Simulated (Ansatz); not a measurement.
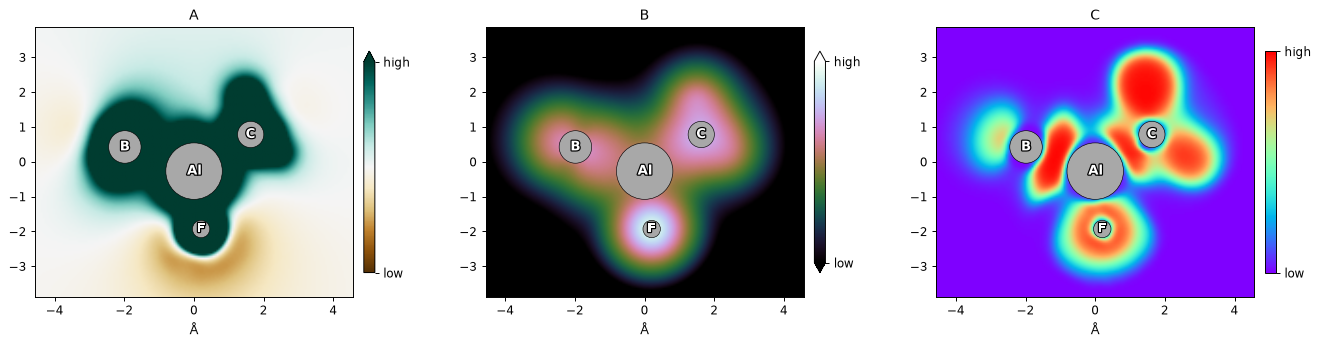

CH$_{5}$AlBF: 3 fields on the plane of atoms B1, Al2 and F4, with unlabelled colour scales. Grey discs cover the atomic cores.

Theory: RKS LDA/def2-SVP (Ansatz).

### Match the panels to the quantities (electron density, electron localisation function and electrostatic potential).

Panel A: electrostatic potential (strongly positive close to the atoms, with negative regions outside electron-rich atoms). Panel B: electron density. Panel C: electron localisation function. From the grid: Al–F (1.67 Å): ρ at the midpoint is about 0.78 e/Å³; the ELF peaks at about 0.85 in the valence shell of F, 0.5 Å from its nucleus, and is about 0.30 at the midpoint. C–Al (1.94 Å): the density is about 0.72 e/Å³ at the midpoint; the ELF peaks at about 0.95 between the atoms, as expected for a polar covalent bond.
